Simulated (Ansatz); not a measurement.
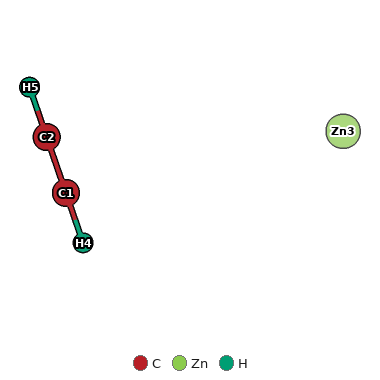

The system is C₂H₂Zn; the picture shows the reference structure. Coordinates scanned: (1) bond length C1–C2; (2) bond length C2–H5. Nothing is relaxed (all other coordinates rigid). The grid has 15 × 15 points. All energies are given in eV relative to the lowest grid point. The reference is spin-restricted, which grows unreliable where a bond is stretched far. Computed with RHF/def2-TZVP (Ansatz 0.2.0).

Its coordinates:

```json
{"atom": "C", "x (Å)": "-0.9097", "y (Å)": "0.4874", "z (Å)": "-0.6711"}
{"atom": "C", "x (Å)": "-0.1555", "y (Å)": "1.3804", "z (Å)": "-0.5077"}
{"atom": "Zn", "x (Å)": "2.1805", "y (Å)": "-3.8095", "z (Å)": "2.3162"}
{"atom": "H", "x (Å)": "-1.5841", "y (Å)": "-0.3107", "z (Å)": "-0.8172"}
{"atom": "H", "x (Å)": "0.5187", "y (Å)": "2.1787", "z (Å)": "-0.3617"}
```

Range: bond length C1–C2 from 1.015 to 1.652 Å; bond length C2–H5 from 0.865 to 1.583 Å.

What landscape does the calculation give?

The lowest grid point is at bond length C1–C2 = 1.197 Å, bond length C2–H5 = 1.070 Å. No other kind of well shows on this grid. The highest grid point, bond length C1–C2 = 1.652 Å, bond length C2–H5 = 1.583 Å, lies 9.0 eV above the lowest. Round the minimum the two coordinates are nearly uncoupled.

```
bond length C2–H5 ↓, bond length C1–C2 →  1.015  1.061  1.106  1.152  1.197  1.243  1.288  1.334  1.379  1.425  1.470  1.516  1.561  1.607  1.652
                                   1.583    5.0    3.8    3.0    2.7    2.7    2.9    3.2    3.7    4.3    5.0    5.8    6.6    7.4    8.2    9.0
                                   1.531    4.6    3.4    2.7    2.4    2.3    2.5    2.9    3.4    4.0    4.7    5.4    6.2    7.0    7.9    8.7
                                   1.480    4.3    3.1    2.4    2.0    2.0    2.2    2.5    3.1    3.7    4.4    5.1    5.9    6.7    7.5    8.4
                                   1.429    4.0    2.7    2.0    1.7    1.6    1.8    2.2    2.7    3.3    4.1    4.8    5.6    6.4    7.2    8.0
                                   1.378    3.7    2.4    1.7    1.4    1.3    1.5    1.9    2.4    3.0    3.7    4.5    5.3    6.1    6.9    7.7
                                   1.326    3.3    2.1    1.4    1.0    1.0    1.2    1.6    2.1    2.7    3.4    4.2    5.0    5.8    6.6    7.4
                                   1.275    3.1    1.8    1.1    0.8    0.7    0.9    1.3    1.8    2.4    3.1    3.9    4.7    5.5    6.3    7.2
                                   1.224    2.8    1.6    0.8    0.5    0.5    0.7    1.0    1.6    2.2    2.9    3.6    4.4    5.2    6.1    6.9
                                   1.173    2.6    1.3    0.6    0.3    0.2    0.4    0.8    1.3    2.0    2.7    3.4    4.2    5.0    5.9    6.7
                                   1.121    2.4    1.2    0.5    0.1    0.1    0.3    0.7    1.2    1.8    2.5    3.3    4.1    4.9    5.7    6.6
                                   1.070    2.3    1.1    0.4    0.0    0.0    0.2    0.6    1.1    1.7    2.4    3.2    4.0    4.8    5.7    6.5
                                   1.019    2.4    1.1    0.4    0.1    0.0    0.2    0.6    1.1    1.8    2.5    3.2    4.1    4.9    5.7    6.6
                                   0.968    2.5    1.3    0.6    0.2    0.2    0.4    0.8    1.3    1.9    2.7    3.4    4.2    5.1    5.9    6.7
                                   0.916    2.9    1.6    0.9    0.6    0.5    0.8    1.1    1.7    2.3    3.0    3.8    4.6    5.4    6.3    7.1
                                   0.865    3.4    2.2    1.5    1.2    1.1    1.3    1.7    2.3    2.9    3.6    4.4    5.2    6.0    6.9    7.7
```

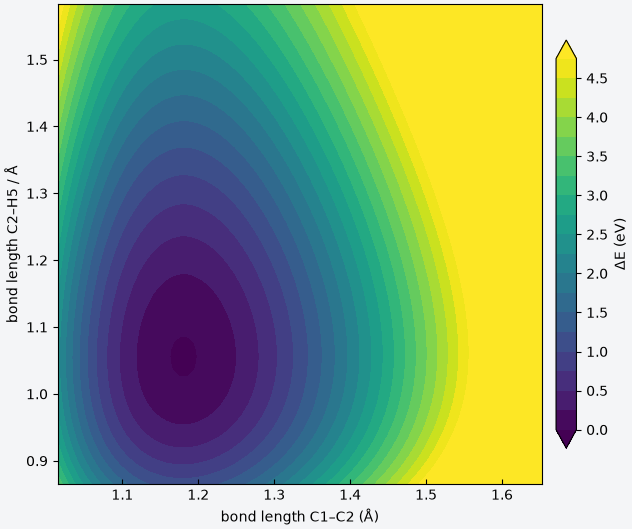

The picture shows filled contours, one colour for all values above the top of the scale. Between grid points the surface is interpolated.

Each point was launched as `ansatz run input.yaml --threads 1 --pin off --max-ram 2560MiB --backend cpu --events-out ev --progress --plain --runs-dir out`. Time for the 225 points that were run: 7.8 min on 1 thread of Arm Neoverse V2 (shared host).
